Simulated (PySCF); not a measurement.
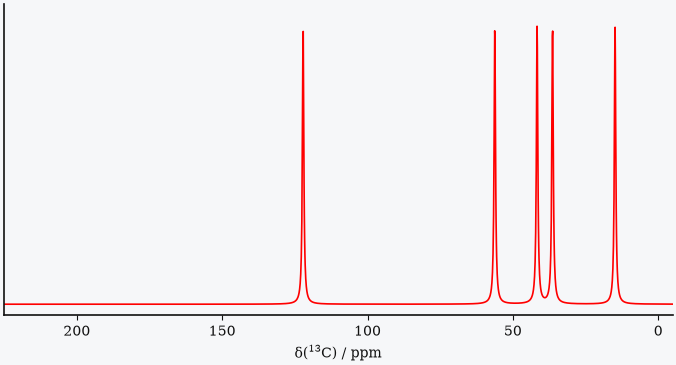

GIAO shifts, PBE0/pcSseg-1 with PySCF, at a GFN2-xTB geometry (no frequency check), against TMS for ¹³C computed at the same level. Gas phase, fully decoupled, line heights follow the number of nuclei, widths are arbitrary (no quadrupolar broadening); values of one conformer, averaged over methyl-type rotors and exact or near symmetry; other conformers aren't averaged in.

> Which structure fits the spectrum?
A. C₅H₁₀ClNSi₂, SMILES N#C[C@@H]1[C@H](Cl)C[C@@H]1[SiH2][SiH3]
B. C₄H₉FSi₂, SMILES C[SiH2][C@H](F)C#C[SiH3]

A. Its ¹³C signals: 122.2 (1 C), 56.2 (1 C), 41.7 (1 C), 36.4 (1 C), 14.9 (1 C) ppm.

Note: the tight-binding geometry is rougher than a DFT one and adds to the error.
